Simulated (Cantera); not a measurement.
Feed: 1 mol Si₂Cl₆, 1.2 mol HCl, 210 mol H₂, equilibrated at 1.05 Torr.

These are equilibrium values from Cantera (NASA tables, ideal gas, pure condensed phases), not measurements of a reactor. Candidate condensed phases: Si; 19 gas species. The feed counts by its element totals alone. The tables' values for SiCl, SiCl₃ are old estimates; treat these amounts as uncertain. Gases not in the tables: Si₂H₆ and higher silanes. Rates play no part.

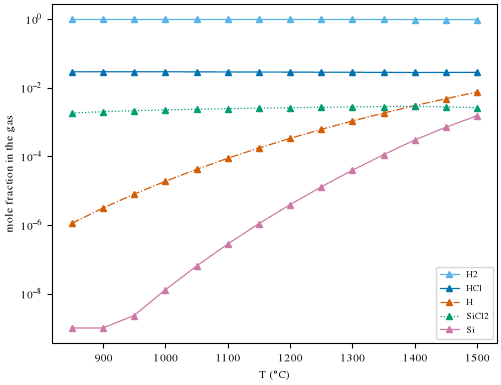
Figure: Equilibrium gas composition (values under 1e-9 drawn at 1e-9)

From 850 °C to 1400 °C the condensed part is Si(s). From 1450 °C to 1500 °C the condensed part is Si(l). The main Si-bearing gas is SiCl₂ throughout. The share of Si in condensed phases is highest at 900 °C (77.1 %) and lowest at 1500 °C (52.5 %).
